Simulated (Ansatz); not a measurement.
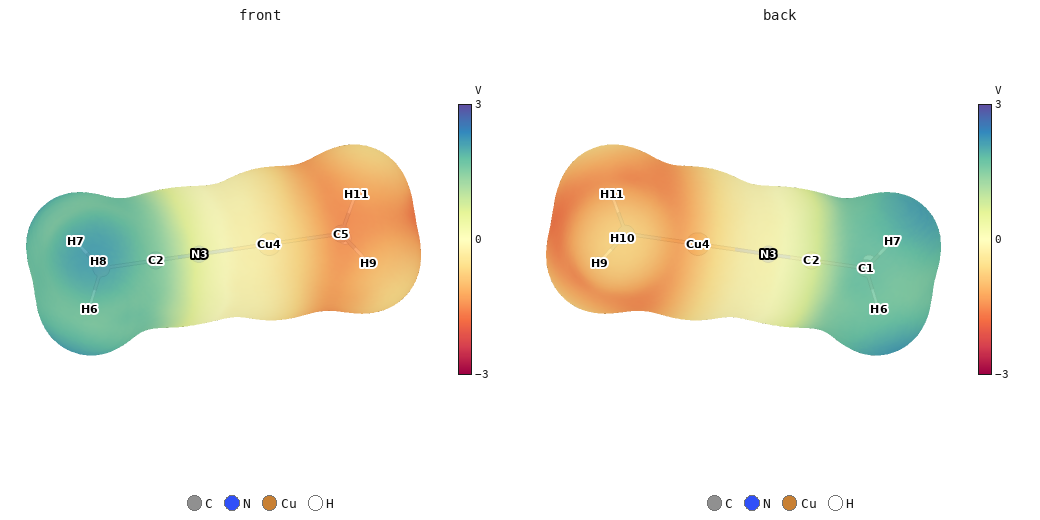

Figure 1: C₃H₆CuN (SMILES CC#[N+][Cu-][CH3]). The electrostatic potential painted on the density surface at 0.002 e/bohr³, seen from the front and from behind; red is negative and blue positive.

Geometry: PBE0-D4/def2-TZVP.

These are results of Ansatz, RKS PBE0-D4/def2-TZVPP, not measurements.

```xyz
11

C    -1.8796   -2.4174    0.4554
C    -1.0030   -1.2901    0.2433
N    -0.3068   -0.3946    0.0747
Cu    0.8268    1.0634   -0.2001
C     1.9862    2.5546   -0.4813
H    -1.3674   -3.1798    1.0447
H    -2.1719   -2.8457   -0.5048
H    -2.7750   -2.0956    0.9897
H     2.3483    2.9667    0.4672
H     2.8651    2.2744   -1.0726
H     1.4771    3.3641   -1.0161
```

Describe the electrostatic potential map.

The most negative region (about −1.7 V) lies over C5, the most positive (about +2.1 V) over H6, H7 and H8.
